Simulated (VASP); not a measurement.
Band structure of MnF2 (rutile). Method: r2SCAN meta-GGA, VASP's PBE PAW potentials (set 64) (plane waves; VASP).

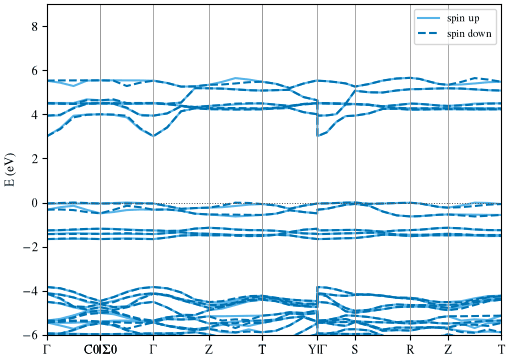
Figure. Bands along high-symmetry lines, zero at the valence-band maximum or, without a gap, the Fermi level

Task: Read the plot: is there a gap, and where are the band edges?

Result: The gap is indirect, 3.01 eV, from the valence maximum at S to the conduction minimum at Γ.

The compound is MnF2 in the rutile structure. It was relaxed first.
